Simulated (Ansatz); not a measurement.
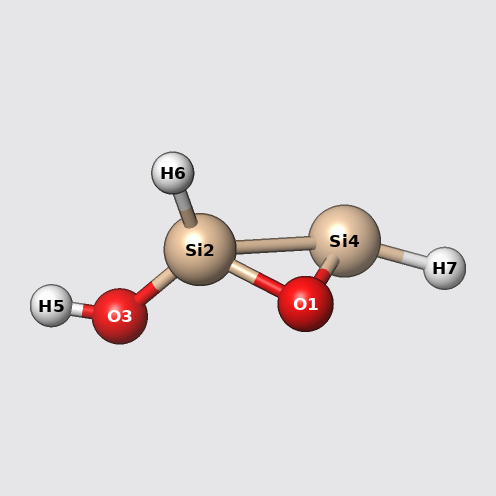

Atoms carry their numbers in the input. State: charge +1, singlet. The computed structure is the end point of a PBE0-D4/def2-TZVP optimisation. No frequency run is at hand to confirm it as a minimum.

List the bonds and their lengths.

```json
{"bond": "O1–Si2", "length (Å)": "1.661"}
{"bond": "O1–Si4", "length (Å)": "1.656"}
{"bond": "Si2–O3", "length (Å)": "1.582"}
{"bond": "Si2–Si4", "length (Å)": "2.291"}
{"bond": "Si2–H6", "length (Å)": "1.466"}
{"bond": "O3–H5", "length (Å)": "0.963"}
{"bond": "Si4–H7", "length (Å)": "1.491"}
```
